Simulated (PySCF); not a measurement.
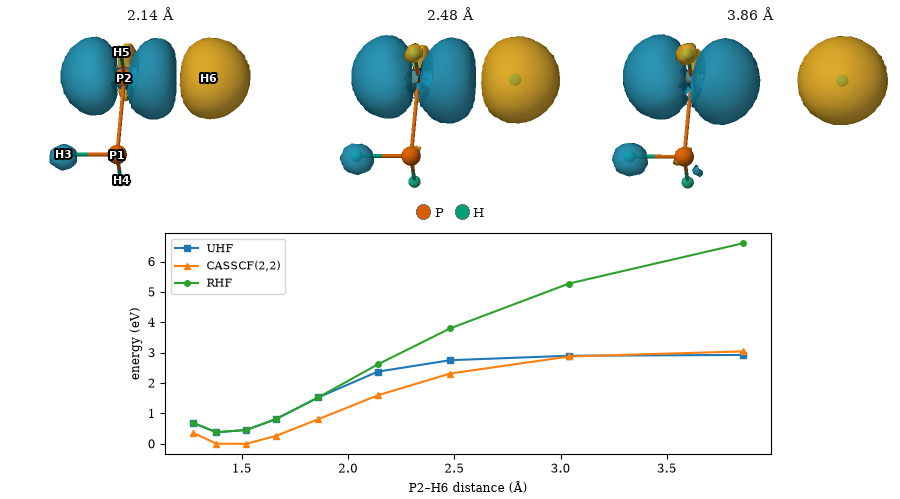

H4P2, SMILES `PP`. Rigid stretch of the P2–H6 bond. Broken-symmetry UHF spin density at ±0.03 e/Å³ (yellow: α, teal: β). Below: energies along the scan, from the lowest point of the three curves.

Computed with PySCF, aug-cc-pVDZ basis, geometry: GFN2-xTB. No frequency check shows the geometry to be a minimum. GFN2-xTB bond lengths at metals and heavier atoms can be off by up to 0.1 Å and shapes distorted, which carries into these values.

Geometry (Å), atoms numbered from 1:

```
P1       1.0688    0.0000   -0.1302
P2      -1.0688    0.0000    0.1302
H3       1.2785    1.0034    0.8165
H4       1.2785   -1.0033    0.8165
H5      -1.2785    1.0034   -0.8165
H6      -1.2785   -1.0033   -0.8165
```

How does the broken-symmetry solution share the spin, and how far is it from a pure singlet?

At 3.86 Å excess α spin lies mostly on H6 and excess β on P2; the two could be swapped at no cost. ⟨S²⟩ is 0.50 at 2.14 Å, 0.83 at 2.48 Å and 1.01 at 3.86 Å, against 0 for a pure singlet and 1 for an equal mix of singlet and triplet.

Where does the UHF solution part from RHF?

Between 1.86 Å (⟨S²⟩ = 0, the two coincide) and 2.14 Å (⟨S²⟩ = 0.50); at 3.86 Å ⟨S²⟩ is 1.01 and UHF lies 3.7 eV below RHF.

How much energy does the stretch cost?

By CASSCF, 3.0 eV from the lowest point of the scan (1.52 Å) to 3.86 Å; RHF gives 6.2 eV from its own lowest point. The fragments aren't relaxed and dynamic correlation is missing, so this isn't a bond dissociation energy.
